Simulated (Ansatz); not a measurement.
**HgTe (zinc blende), scan of one atom of the cell**

Relaxed HgTe (zinc blende):

```xyz
2
Lattice="0.0000 3.3253 3.3253 3.3253 0.0000 3.3253 3.3253 3.3253 0.0000" Properties=species:S:1:pos:R:3 pbc="T T T"
Te     4.9880     4.9880     4.9880
Hg     0.0000     0.0000     0.0000
```

In each cell atom 1 (Te, nearest neighbour Hg at 2.880 Å; its periodic images, 4.7 Å or more away, move with it) moves by s·(0.000, 0.000, 1.000) (along Cartesian z), the rest being held.

Computed with PBE (plane waves to 420 eV, PAW, scalar-relativistic; Ansatz, an electronic-structure program). k mesh 10×10×10 (Γ-centred), Fermi-Dirac smearing 0.05 eV. Energies are smeared free energies. Stress and pressure are positive under compression. With partly filled bands, energies and forces of such displacements shift with the k mesh and the smearing. At this level the bands of HgTe touch or barely overlap. HgTe was relaxed with its symmetry unable to fall. Spin-orbit coupling is left out, though Hg and Te are heavy. The PAW data are Ansatz's earlier set. The relaxed volume of HgTe is well above the measured one; the method has no dispersion term. The zero of ΔE is the undisplaced structure.

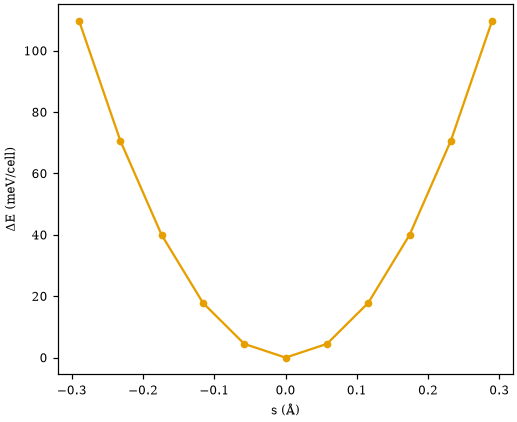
*ΔE (meV/cell) against s (Å); computed points joined by lines.*

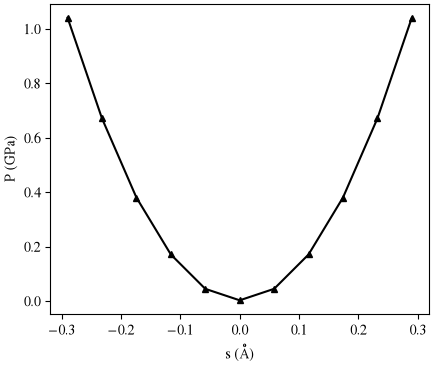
*P (GPa) against s (Å); one marker a computed point.*

The force constant k = d²E/ds² at s = 0 (finite differences) is 2.66 eV/Å² and the zone-centre optical wavenumber from k is 96 cm⁻¹. The energy at s = 0.290 Å is 110 meV/cell. Harmonic estimate at the end of the scan: ½ks² = 112 meV/cell against the computed 110 meV/cell, so the well is close to harmonic there. Shape of the curve: a single well with its minimum at or next to zero displacement.

The forces along the line at the two nearest points give (0.154 − (-0.154)) / (2·0.058) = 2.66 eV/Å²; the next pair corrects for the finite step.

(For displaced atoms, the force is minus the slope of the energy, and its curvature is a force constant, which sets phonon frequencies.)
